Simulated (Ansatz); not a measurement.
```xyz
6

P    -0.8779    0.1584   -0.6215
P     0.7525   -1.1002   -0.7466
H     1.5025   -0.1606    0.0210
H    -1.4990    0.4899    0.6151
H    -1.9696   -0.4069   -1.3027
H    -0.8832    1.4663   -1.1822
```

Geometry: r2SCAN-D4/def2-TZVP.

Level of theory: isolated molecule in a Gaussian basis; Kohn-Sham density functional theory, functional PBE0 (Ansatz 0.2.0).

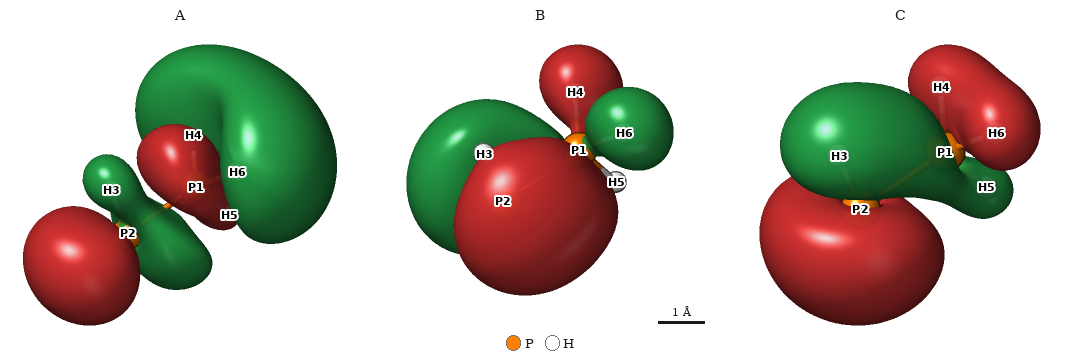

H4P2. Three frontier orbitals at ±0.05 Å⁻³ᐟ² (green and red are the two phases), in no order.

**Order the three orbitals by energy and name them.**

C is the HOMO−1 (−8.22 eV). Its weight (Hirshfeld) is mainly on P2 (about 70 %), P1 (about 10 %) and H3 (about 10 %); largely a lone pair of P2. B is the HOMO (−5.63 eV). It lies mainly on P2 (about 75 %) and P1 (about 15 %); largely a lone pair of P2. A is the LUMO (−0.59 eV). It lies mainly on P1 (about 30 %), P2 (about 30 %), H4 (about 15 %) and H6 (about 15 %).

**What is the HOMO–LUMO gap?**

5.04 eV between the orbital energies.
